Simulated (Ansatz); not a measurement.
Start from MoS₂ in the 3R-MoS2 type structure (space group R3m, No. 160; a = 3.1157 Å, c = 17.3576 Å (hexagonal axes); layered, stacked along the Cartesian z axis).

It is then changed as follows: every Mo is replaced by W, then cell and atoms are relaxed.

All numbers come from Ansatz (a program for electronic structure), PBEsol-D3(BJ), PAW, cutoff 420 eV, no SOC, earlier PAW set.

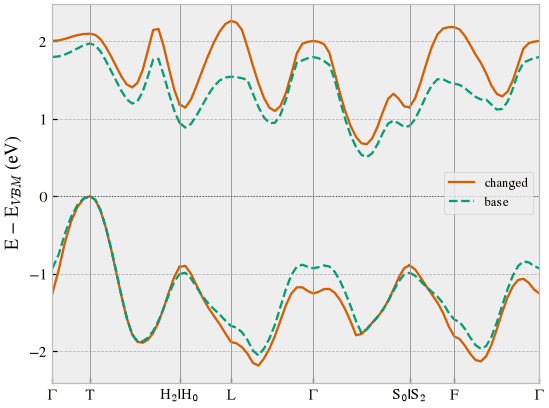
*Highest valence and lowest conduction band along the path, each from its own valence-band maximum*

Task: From the figure, how large is the changed gap, and is it direct?

Result: About 0.7 eV, indirect, T → Γ–S₀ (56 % along).

With W present, leaving out spin-orbit coupling can change the band edges. No phonon test of stability was made.
